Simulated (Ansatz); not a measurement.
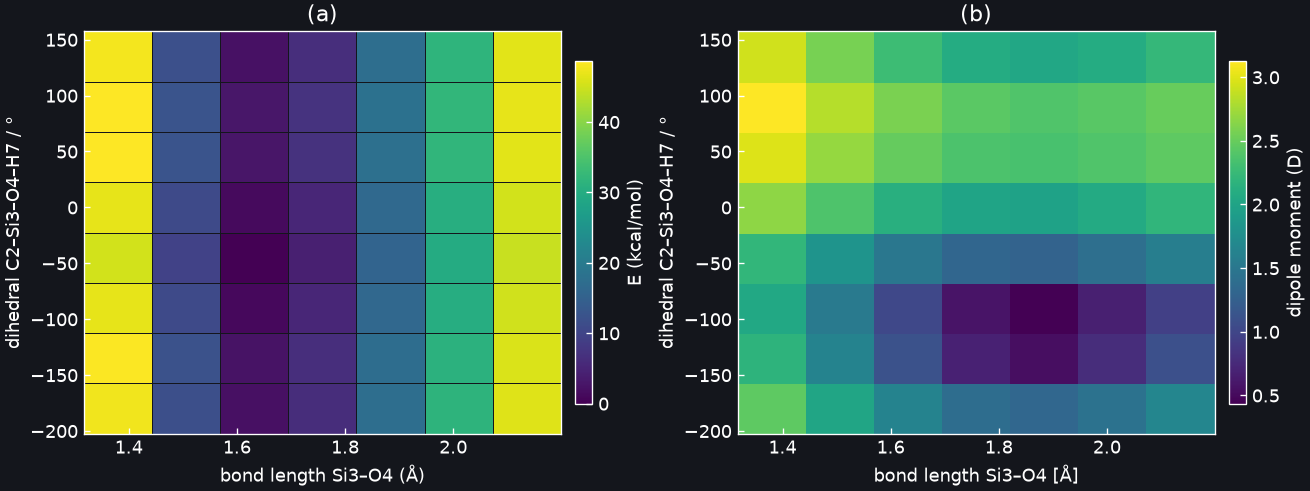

C₂H₂FOSi, SMILES [C]#C[SiH](O)F, spin multiplicity 2. Coordinates scanned: (1) bond length Si3–O4; (2) dihedral C2–Si3–O4–H7. Nothing is relaxed (all other coordinates rigid). Grid: 7 × 8 points. Points are written as (first, second). Energies: kcal/mol, counted from the lowest grid point. All numbers below come from UKS r2SCAN-D4/def2-SVP (Ansatz 0.2.0).

Panel (a) is the energy; panel (b) is the computed dipole moment, in D.

The picture shows one coloured cell a grid point.

How does the dipole moment vary over the map, and what is it at the lowest grid point?

Leaving out the highest fifth of the energies, it runs from 0.44 D at (1.884 Å, −90°) to 2.82 D at (1.506 Å, 90°). At the lowest grid point, (1.632 Å, −45°), it is 1.50 D.

```
dihedral C2–Si3–O4–H7 ↓, bond length Si3–O4 →  1.380  1.506  1.632  1.758  1.884  2.010  2.136
                                          135   2.92   2.57   2.28   2.09   2.03   2.09   2.22
                                           90   3.12   2.82   2.58   2.43   2.39   2.42   2.50
                                           45   2.98   2.70   2.49   2.37   2.34   2.39   2.45
                                            0   2.67   2.37   2.13   2.00   1.99   2.07   2.19
                                          −45   2.21   1.82   1.50   1.31   1.29   1.40   1.58
                                          −90   2.04   1.53   1.02   0.58   0.44   0.67   0.95
                                         −135   2.18   1.64   1.12   0.68   0.54   0.78   1.09
                                         −180   2.45   2.02   1.64   1.39   1.32   1.45   1.67
```
